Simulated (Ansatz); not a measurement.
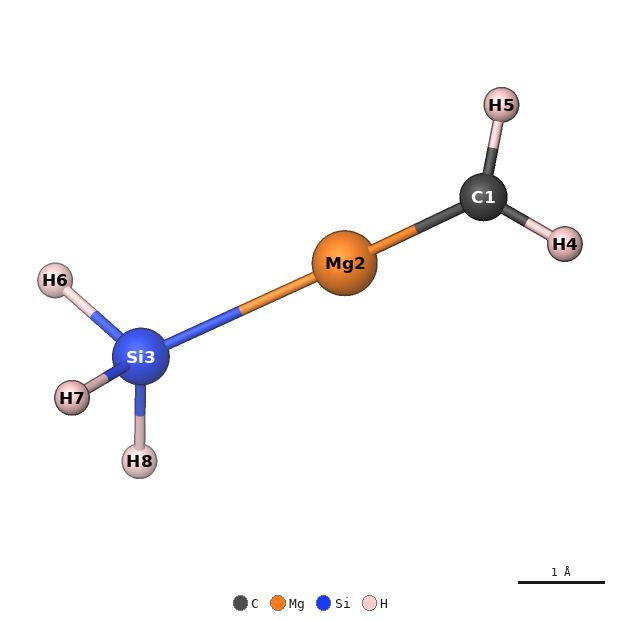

Orthographic view. Distant atoms are faded towards the background colour. State: charge −1, singlet. The geometry was computed by an optimisation with PBE0-D4/def2-TZVPD. No frequency run is at hand to confirm it as a minimum.

Write a Z-matrix (Å, degrees) in the order of the atom numbers, with these reference atoms: 2 to 1; 3 to 2, 1; 4 to 1, 2, 3; 5 to 1, 4, 2; 6 to 3, 2, 1; 7 to 3, 6, 2; 8 to 3, 7, 6.

```
C  
Mg   1   1.985
Si   2   2.647   1   163.4
H    1   1.098   2   122.4   3   106.1
H    1   1.098   4   108.9   2  -152.8
H    3   1.510   2   115.1   1   113.8
H    3   1.510   6   101.4   2   130.3
H    3   1.510   7   101.4   6  -104.2
```
